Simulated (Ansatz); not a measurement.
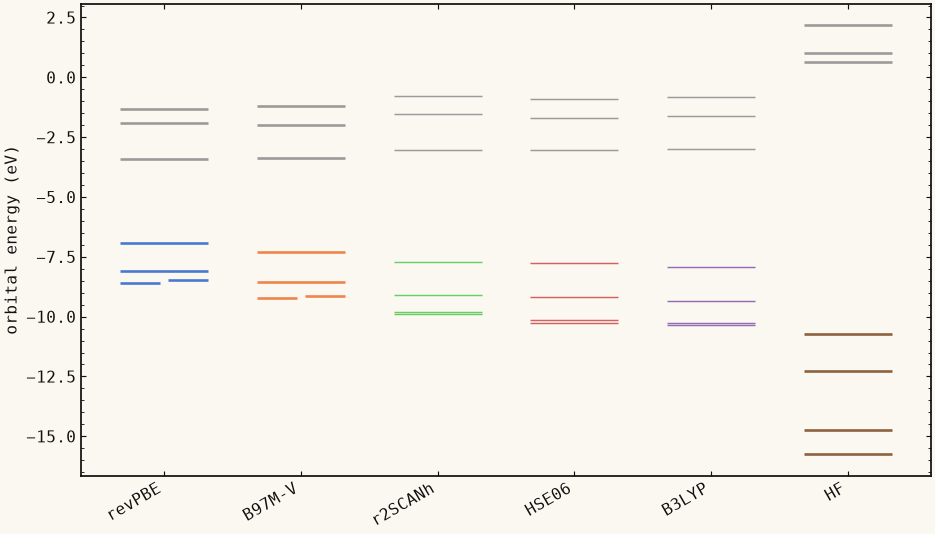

Frontier orbital energies of InHSeF₂, SMILES [F][In]([F])[SeH], singlet at one geometry, def2-TZVPP, the Ansatz code 0.2.0, at a PBE0-D4/def2-TZVP geometry (a minimum by its frequencies). Empty levels are grey, levels within 0.1 eV stand side by side; all columns show the same few orbitals around the gap.

Q: Compare the HOMO-LUMO separations.

A: The separation grows from 3.50 eV (revPBE) to 11.36 eV (HF).

| level | HOMO (eV) | LUMO (eV) | separation (eV) |
| --- | --- | --- | --- |
| revPBE | −6.90 | −3.40 | 3.50 |
| B97M-V | −7.29 | −3.38 | 3.92 |
| r2SCANh | −7.71 | −3.03 | 4.68 |
| HSE06 | −7.76 | −3.04 | 4.72 |
| B3LYP | −7.93 | −3.01 | 4.92 |
| HF | −10.72 | 0.64 | 11.36 |

Limits of at least one run: core potentials past krypton; empty levels above zero depend strongly on the basis; no scalar relativity up to krypton; spin-orbit coupling is left out, and with Se and In it can shift these levels and split any degenerate set.
